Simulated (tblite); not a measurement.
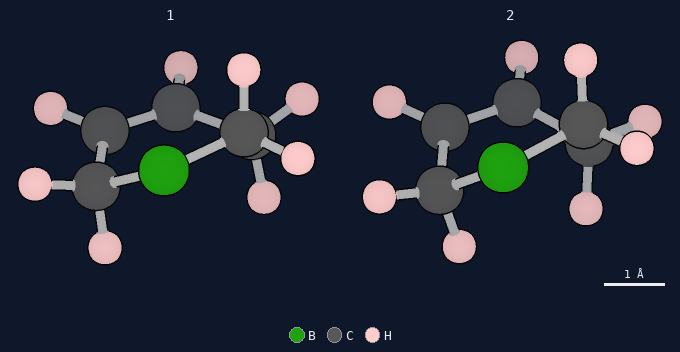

Two geometries of C5H8B (multiplicity 2), drawn at one scale. One is the start of a relaxation, the other its converged end. A ball-and-stick model, seen from a free direction.

Level of theory: GFN2-xTB geometry optimisation, gas phase (tblite 0.8.0). 

**Which one is relaxed?**

Structure 1 is the relaxed one. Over 58 geometry steps the energy falls by 6.02 kcal/mol. The largest move after the best rigid fit is that of an H atom, 0.40 Å. Largest moves by element: H 0.40 Å, C 0.14 Å, B 0.05 Å. Some distances before and after: B–C 1.604 → 1.556 Å, C–H 1.139 → 1.098 Å, C–H 1.121 → 1.096 Å, C–C 1.346 → 1.325 Å. Bond angles that change, for instance: B–C–C 105.6° → 111.5°, H–C–H 111.5° → 105.6°, C–C–C 104.7° → 110.4°.
